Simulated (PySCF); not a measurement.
```csv
atom,x (Å),y (Å),z (Å)
C,3.3116,1.0751,0.4895
C,2.7524,0.0283,0.2290
C,2.1153,-1.1451,-0.0648
C,0.6772,-1.2951,-0.1224
O,0.1649,-2.3704,-0.3922
C,-0.1293,-0.0455,0.1700
C,-1.6311,-0.2960,0.0898
C,-2.4308,0.9651,0.3852
H,3.8040,1.9747,0.7122
H,2.7143,-2.0211,-0.2719
H,0.1675,0.7277,-0.5444
H,0.1454,0.3152,1.1655
H,-1.8969,-1.0806,0.8003
H,-1.8749,-0.6660,-0.9077
H,-2.1874,1.7501,-0.3281
H,-3.4969,0.7624,0.3204
H,-2.2122,1.3331,1.3857
```

Geometry: GFN2-xTB.

Method: UKS B3LYP, pcH-1 on C H O, non-relativistic, mean-field spin-orbit, GIAO in PySCF.

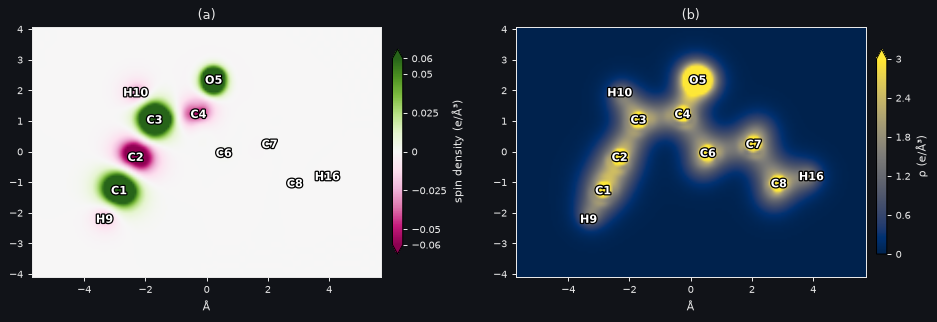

C7H9O (SMILES [CH]=C=CC(=O)CCC) (doublet). (a) spin density; (b) total electron density on the plane of atoms C3, C4 and C6.

Q: What do the fields say about this system?

A:
- The plane passes through C, O and H nuclei.
- C–C (1.22 Å): the density is about 2.5 e/Å³ at the midpoint.
- C–O (1.22 Å): ρ at the midpoint is about 2.7 e/Å³.
- C–H (1.05 Å): the density is about 1.9 e/Å³ at the midpoint.
- C–C (1.37 Å): ρ is about 1.9 e/Å³ halfway.
- The unpaired spin (1 electron) lies mostly on C3 (about 0.4), C1 (about 0.3) and O5 (about 0.2), in electrons by Hirshfeld's partition.
